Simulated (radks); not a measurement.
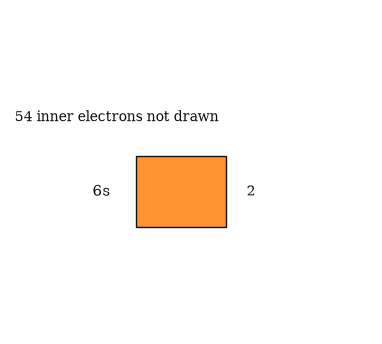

*The outer shells as the input fills them: a box for each of the 2l + 1 orbitals, shaded by the share of the shell that is filled, with the electron count at the right.*

## Run report: Ba, atomic calculation

The neutral barium atom in the configuration [Xe] 6s2. Computed at this level: Dirac Kohn-Sham, PBE, spin-unpolarised, spherical densities, finite nucleus (the in-house radial solver radks).

The input:
```
Z 56
configuration [Xe] 6s2
relativity Dirac
functional pbe,pbe
spin unpolarised
j_filling energy
nucleus finite rms 4.8378 fm
c 137.035999084
mesh_end 400
max_iterations 71
```

Energies in input and log are in hartree, lengths in bohr (the nuclear radius in fm).

Launched within a batch (the task file carries these settings):
```bash
python <driver script> task.json out
```

Output:
```
1s1/2   1   2.0000       -1368.03236616
2s1/2   1   2.0000        -216.15092086
2p1/2   1   2.0000        -203.61415940
2p3/2   1   4.0000        -189.58581208
3s1/2   1   2.0000         -45.62723777
3p1/2   1   2.0000         -40.36428448
3p3/2   1   4.0000         -37.65268991
3d3/2   1   4.0000         -28.41808302
3d5/2   1   6.0000         -27.84007827
4s1/2   1   2.0000          -8.95202044
4p1/2   1   2.0000          -7.03874795
4p3/2   1   4.0000          -6.47365456
4d3/2   1   4.0000          -3.34880528
4d5/2   1   6.0000          -3.25276052
5s1/2   1   2.0000          -1.23586213
5p1/2   1   2.0000          -0.74106630
5p3/2   1   4.0000          -0.66495537
6s1/2   1   2.0000          -0.11866935
Etot -8138.99155908962
Ekin 8687.758112209116
Encl -19793.26997011737
Eh 3164.7163772217136
Exc -198.19607840307975
err 5.420749564690209e-09
it 14
```

Outcome:

```tsv
quantity	value
outcome	converged
total energy	−8138.9916 hartree
kinetic energy	8687.7581 hartree
electron–nucleus energy	−19793.2700 hartree
Hartree energy	3164.7164 hartree
exchange–correlation energy	−198.196078 hartree
radius at density 0.001 e/bohr³	5.52 bohr
SCF iterations	14
hardware	1 thread of Arm Neoverse V2, 23 GiB of memory available, shared host
```

What is odd here:

A numerical setting was moved from its usual value: mesh end rmax = 400. The program ran to the end, and its total energy equals that of the same run with the usual input (−8138.99156 hartree) within 10⁻⁵ hartree, so the oddity leaves no trace in it.
